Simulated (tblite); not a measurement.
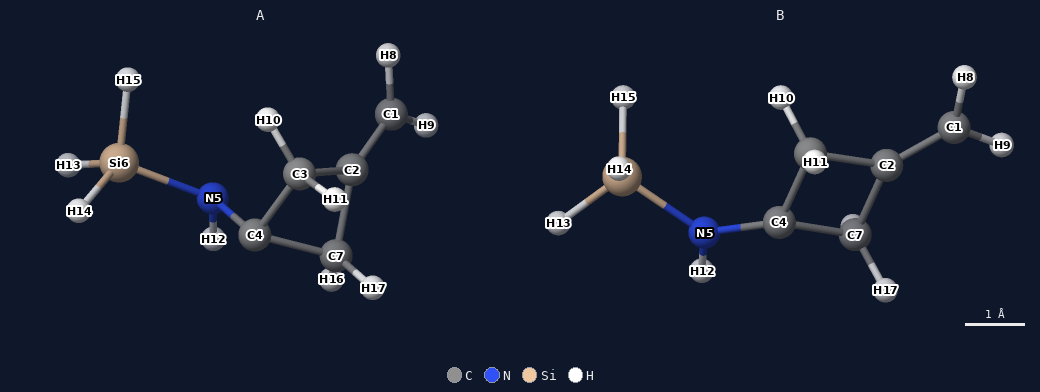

Two geometries of C₅H₁₀NSi (multiplicity 2), drawn at one scale. One is the start of a relaxation, the other its converged end. Style: ball-and-stick. Shown face on.

Computed with GFN2-xTB geometry optimisation, gas phase in tblite 0.8.0. 

**Which one is relaxed?**

Structure B is the relaxed one. The energy falls by 125.0 kJ/mol in 146 geometry steps. The largest moves after the best rigid fit, 1.39 Å, are those of H9 and H13. By element the largest moves are H 1.39 Å, C 1.03 Å, N 0.81 Å, Si 0.42 Å. Near-neighbour distances that change, for instance: C4–N5 1.480 → 1.369 Å, C3–H11 1.129 → 1.094 Å, Si6–H13 1.495 → 1.460 Å, N5–Si6 1.764 → 1.733 Å. Among the angles between lasting bonds that change: N5–C4–C7 104.6° → 127.8°, C3–C4–N5 110.8° → 127.1°, C4–N5–Si6 112.6° → 127.7°. Cost: 1 s on 1 thread of Arm Neoverse V1, with other jobs on the host.
